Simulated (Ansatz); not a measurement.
Cs (bcc, W type)

```cif
data_Cs
_chemical_formula_sum 'Cs1'
_space_group_name_H-M_alt 'P 1'
_space_group_IT_number 1
_cell_length_a 5.43450
_cell_length_b 5.43450
_cell_length_c 5.43450
_cell_angle_alpha 109.471
_cell_angle_beta 109.471
_cell_angle_gamma 109.471
loop_
_space_group_symop_operation_xyz
  'x, y, z'
loop_
_atom_site_label
_atom_site_type_symbol
_atom_site_fract_x
_atom_site_fract_y
_atom_site_fract_z
_atom_site_occupancy
Cs1 Cs 0.00000 0.00000 0.00000 1
```

This relaxed cell (volume V₀) is scaled evenly in all directions, its shape held. Symmetry pins the atoms to their sites.

Calculation: r2SCAN (plane waves to 500 eV, PAW, scalar-relativistic; Ansatz, a first-principles code). k mesh 11×11×11 (Γ-centred), Fermi-Dirac smearing 0.05 eV. E stands for the smeared free energy. Cs was relaxed with its symmetry unable to fall. The relaxed volume of Cs is well above the measured one; the method has no dispersion term. The zero of ΔE is the relaxed starting cell.

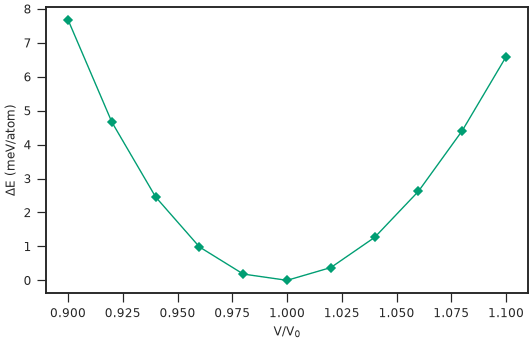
ΔE (meV/atom) against V/V₀; markers are the computed points, lines only join them.

### Question
What bulk modulus B₀ follows from a third-order Birch-Murnaghan fit?

### Answer
About 1.8 GPa.

### Question
What is ΔE at V/V₀ = 0.900?

### Answer
About 8 meV/atom.

### Question
What is ΔE at V/V₀ = 1.100?

### Answer
About 7 meV/atom.

(Under strain, the slope of the energy per volume gives the stress and its curvature an elastic modulus.)
